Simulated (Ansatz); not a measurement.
# CH7AlOSi (SMILES [CH3][AlH][O][SiH3]): a chain of runs

Aim: a series of 14 runs (HF/STO-3G, UHF/STO-3G, HF/3-21G, UHF/3-21G, HF/6-31G*, B3LYP/6-31G*, MP2/6-31G*) of CH7AlOSi. 

The calculation is run with Ansatz 0.2.0.

## 1. Starting point

The species is CH7AlOSi (11 atoms), meant as a singlet with charge 0. As SMILES, `[CH3][AlH][O][SiH3]`. Geometry: relaxed at PBE0-D4/def2-TZVP. This is one conformer, not always the lowest. The run starts from this shape.

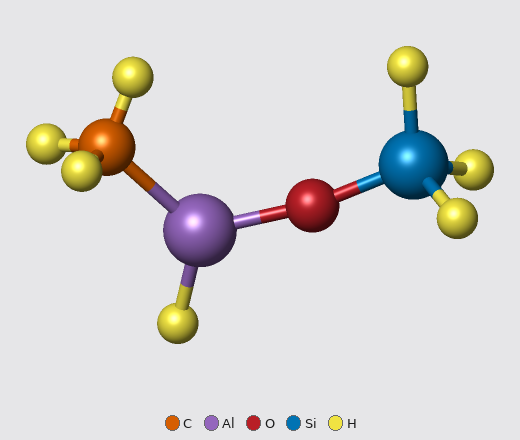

The structure, seen from a chosen angle (carbon orange, aluminium purple, oxygen red, silicon blue, hydrogen yellow).

## 2. A structure relaxation at HF/STO-3G (start density atoms) (run 1)

job.yaml

```yaml
crystal:
  periodic: [false, false, false]
  atoms:
    - {symbol: C, position_ang: [-1.516100, 1.536800, -0.427400]}
    - {symbol: Al, position_ang: [-1.148200, -0.171900, 0.419400]}
    - {symbol: O, position_ang: [0.407500, -0.823300, 0.350400]}
    - {symbol: Si, position_ang: [1.960700, -1.220800, 0.113400]}
    - {symbol: H, position_ang: [-0.796600, 1.774200, -1.214900]}
    - {symbol: H, position_ang: [-1.467000, 2.345400, 0.310900]}
    - {symbol: H, position_ang: [-2.521600, 1.566500, -0.857000]}
    - {symbol: H, position_ang: [-2.226500, -1.018100, 1.209700]}
    - {symbol: H, position_ang: [2.731500, -1.046600, 1.374000]}
    - {symbol: H, position_ang: [2.573500, -0.359900, -0.936300]}
    - {symbol: H, position_ang: [2.068100, -2.639400, -0.321500]}
basis:
  gaussian:
    orbitals: STO-3G
hamiltonian:
  xc: hf
relax:
  f_tol: 0.002
output: {orbitals: {seedname: orbitals}}
```

Run with:

```console
ansatz run job.yaml --threads 1 --pin off --max-ram 3480MiB --events-out events.jsonl --progress --plain --runs-dir runs
```

The log of the run:

```text
Warning: RAYON_NUM_THREADS=1 ignored (pool sized by the plan → 1); use --threads N
The last accepted step is kept in runs//last_step.txt (removed where the run ends without a failure and the disk answers)
[... 211 lines left out ...]
Total energy: -17416.09008679 eV, -640.0295056397 hartree
[... 11 lines left out ...]
Dipole moment:    -0.038962     0.065914    -0.013830 e Å
```

It took 29 s on 1 thread of Arm Neoverse V2, shared host; peak memory 0.13 GiB.

Steps, from the record of the run:

```
step  energy from the first frame kept (eV)  largest force (eV/Å)
   1                                 0.0000                2.4394
   3                                -0.4805                0.3418
   5                                -0.5027                0.6707
   7                                -0.5269                0.9070
   9                                -0.5692                0.1501
  11                                -0.5718                0.0379
  13                                -0.5680                0.4549
  15                                -0.5757                0.1369
  17                                -0.5785                0.1077
  19                                -0.5801                0.0704
  21                                -0.5819                0.0905
  23                                -0.5837                0.1284
  25                                -0.5849                0.0131
  27                                -0.5852                0.0189
  29                                -0.5853                0.0071
  31                                -0.5853                0.0116
  32                                -0.5853                0.0015
```

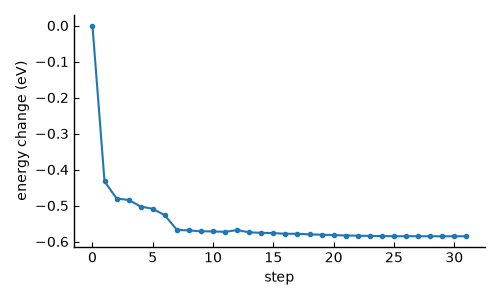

Energy along the run.

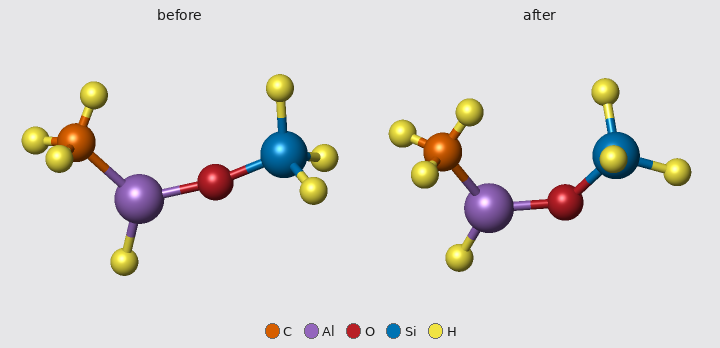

Before and after, at one scale.

After the run. Bond lengths: C1–Al2 1.897 Å, Al2–O3 1.642 Å, O3–Si4 1.643 Å, C1–H5 1.083 Å, C1–H6 1.083 Å, C1–H7 1.083 Å, Al2–H8 1.471 Å, Si4–H9 1.426 Å, Si4–H10 1.426 Å, Si4–H11 1.424 Å. Some angles: C1–Al2–O3 119.9°, Al2–O3–Si4 133.6°, C1–Al2–H8 122.5°, O3–Al2–H8 117.6°, Al2–C1–H5 113.5°, Al2–C1–H6 111.4°, Al2–C1–H7 111.8°, O3–Si4–H9 111.5°, O3–Si4–H10 111.6°, O3–Si4–H11 109.5°.

## 3. Vibrational wavenumbers at HF/STO-3G (start density atoms) (run 2)

job.yaml

```yaml
crystal:
  periodic: [false, false, false]
  atoms:
    - {symbol: C, position_ang: [-1.123047, 1.405516, -0.205339]}
    - {symbol: Al, position_ang: [-1.232568, -0.382511, 0.419770]}
    - {symbol: O, position_ang: [0.107198, -1.332025, 0.421116]}
    - {symbol: Si, position_ang: [1.667956, -1.090758, -0.030465]}
    - {symbol: H, position_ang: [-0.205568, 1.620627, -0.738059]}
    - {symbol: H, position_ang: [-1.180815, 2.114653, 0.611624]}
    - {symbol: H, position_ang: [-1.938750, 1.647186, -0.875037]}
    - {symbol: H, position_ang: [-2.484381, -0.969661, 0.920898]}
    - {symbol: H, position_ang: [2.270901, -0.033138, 0.712958]}
    - {symbol: H, position_ang: [1.767566, -0.756880, -1.413721]}
    - {symbol: H, position_ang: [2.416809, -2.280110, 0.196954]}
basis:
  gaussian:
    orbitals: STO-3G
hamiltonian:
  xc: hf
phonons:
  temperatures:
    t_min: 298.15
    t_max: 298.15
    t_step: 1
```

Run with:

```console
ansatz run job.yaml --threads 1 --pin off --max-ram 3480MiB --events-out events.jsonl --progress --plain --runs-dir runs
```

The log of the run:

```text
Warning: RAYON_NUM_THREADS=1 ignored (pool sized by the plan → 1); use --threads N
[... 357 lines left out ...]
WARN: phonons: modes at or below zero, which the zero-point energy, F, S and C_V leave out: 1, the lowest at -2.78 cm⁻¹. A minimum has none, and a first-order saddle one
Total energy: -17416.09014540 eV, -640.0295077937 hartree
[... 11 lines left out ...]
Dipole moment:    -0.038963     0.065911    -0.013831 e Å
Vibrations: -2.78 67.71 116.04 130.35 307.79 559.83 676.57 786.01 868.03 871.01 898.76 901.66 994.33 1231.73 1244.16 1249.63 1268.45 1668.75 1877.78 1879.42 2725.38 2842.94 2878.24 2894.20 3539.11 3714.73 3723.43 cm⁻¹, zero-point energy 2.474479 eV
```

It took 30 s on 1 thread of Arm Neoverse V2, shared host.

Runs 3 to 13 aren't shown in full; the table further down has their settings and results.

## 4. The harmonic vibrations at MP2/6-31G(d) (Cartesian functions, start density atoms) (run 14)

input.yaml

```yaml
basis:
  gaussian:
    orbitals: "6-31G*"
crystal:
  periodic: [false, false, false]
  atoms:
    - symbol: C
      position_ang: [-1.448887, 1.489297, -0.464516]
    - symbol: Al
      position_ang: [-1.160291, -0.150642, 0.562400]
    - symbol: O
      position_ang: [0.353140, -0.965316, 0.533208]
    - symbol: Si
      position_ang: [1.922551, -1.213311, 0.087916]
    - symbol: H
      position_ang: [-0.565393, 1.813307, -1.020733]
    - symbol: H
      position_ang: [-1.748213, 2.311181, 0.195624]
    - symbol: H
      position_ang: [-2.265285, 1.356060, -1.183363]
    - symbol: H
      position_ang: [-2.282111, -0.816621, 1.466748]
    - symbol: H
      position_ang: [2.802287, -1.215720, 1.284803]
    - symbol: H
      position_ang: [2.397870, -0.145978, -0.835094]
    - symbol: H
      position_ang: [2.059633, -2.519357, -0.606293]
total_charge: 0
correlation:
  method: mp2
phonons:
  temperatures:
    t_min: 298.15
    t_max: 298.15
    t_step: 1
```

Run with:

```console
ansatz run input.yaml --threads 1 --pin off --max-ram 3480MiB --events-out events.jsonl --progress --plain --runs-dir runs
```

The log of the run:

```text
Warning: RAYON_NUM_THREADS=1 ignored (pool sized by the plan → 1); use --threads N
[... 55 lines left out ...]
12 core orbitals not correlated: weight in the atoms' cores, before any rotation towards them, 1.000 or more for the frozen orbitals, at most 0.000 for the correlated occupied ones
[... 224 lines left out ...]
12 core orbitals not correlated: weight in the atoms' cores, before any rotation towards them, 1.000 or more for the frozen orbitals, at most 0.000 for the correlated occupied ones
[... 225 lines left out ...]
Dipole moment:    -0.077943     0.199131    -0.107850 e Å
[... 1 line left out ...]
Checks for a lower state left out: cluster_reference
```

Wall time 2.5 min (1 thread of Arm Neoverse V2, shared host); peak memory 0.2 GiB.

## 5. All runs side by side

```
run                                                    level         task  walk f tol  partner  energy (Eh)  dipole moment (D)  wall time
  1                          HF/STO-3G (start density atoms)     optimise       0.002     base  -640.029506               0.37       29 s
  2                          HF/STO-3G (start density atoms)  frequencies           –     base  -640.029508               0.37       30 s
  3                         UHF/STO-3G (start density atoms)       energy           –   cation  -639.822307                  –     0.82 s
  4                         UHF/STO-3G (start density atoms)     optimise           –   cation  -639.878194                  –       36 s
  5                           HF/3-21G (start density atoms)     optimise       0.002     base  -644.263423               0.61       37 s
  6                           HF/3-21G (start density atoms)  frequencies           –     base  -644.263423               0.61       30 s
  7                          UHF/3-21G (start density atoms)       energy           –   cation  -643.916281                  –        2 s
  8                          UHF/3-21G (start density atoms)     optimise           –   cation  -643.955868                  –       26 s
  9     HF/6-31G* (Cartesian functions, start density atoms)     optimise       0.002     base  -647.720833               0.89       93 s
 10     HF/6-31G* (Cartesian functions, start density atoms)  frequencies           –     base  -647.720833               0.89       75 s
 11  B3LYP/6-31G* (Cartesian functions, start density atoms)     optimise       0.002     base  -649.559752               1.05    2.5 min
 12  B3LYP/6-31G* (Cartesian functions, start density atoms)  frequencies           –     base  -649.559752               1.05    2.5 min
 13    MP2/6-31G* (Cartesian functions, start density atoms)     optimise       0.002     base  -648.160341               1.15    1.8 min
 14    MP2/6-31G* (Cartesian functions, start density atoms)  frequencies           –     base  -648.160342               1.15    2.5 min
```

## 6. Results

```
                                                                          quantity          value
                                                  run 14, MP2/6-31G*: total energy  -648.16034 Eh
                            run 14, MP2/6-31G*: dipole moment (correlated density)         1.15 D
                  run 14, MP2/6-31G*: correlation energy (12 core orbitals frozen)     -440.9 mEh
                                      run 14, MP2/6-31G*: largest force on an atom     0.002 eV/Å
                                    run 14, MP2/6-31G*: lowest harmonic wavenumber        31 cm⁻¹
                                   run 14, MP2/6-31G*: highest harmonic wavenumber      3202 cm⁻¹
                                             run 14, MP2/6-31G*: zero-point energy   195.3 kJ/mol
                     vertical ionisation energy (to the doublet cation), HF/STO-3G       5.638 eV
                      vertical ionisation energy (to the doublet cation), HF/3-21G       9.446 eV
adiabatic ionisation energy (to the doublet cation, no zero-point term), HF/STO-3G       4.117 eV
 adiabatic ionisation energy (to the doublet cation, no zero-point term), HF/3-21G       8.369 eV
```

**Reading.** At HF/STO-3G: the vertical ionisation energy comes to 5.64 eV (544 kJ/mol). In a minimal basis such a difference can be off by several eV, whatever the method. At HF/3-21G: removing an electron at fixed nuclei costs 9.45 eV (911 kJ/mol). At HF/STO-3G: the adiabatic ionisation energy (to the doublet cation, no zero-point term) is 4.12 eV (397 kJ/mol). At HF/3-21G: the adiabatic ionisation energy (to the doublet cation, no zero-point term) is 8.37 eV (807 kJ/mol). In runs 1, 2, 3, 4 the basis is minimal, so the values are rough. All runs together took 15 min, the longest 2.5 min.
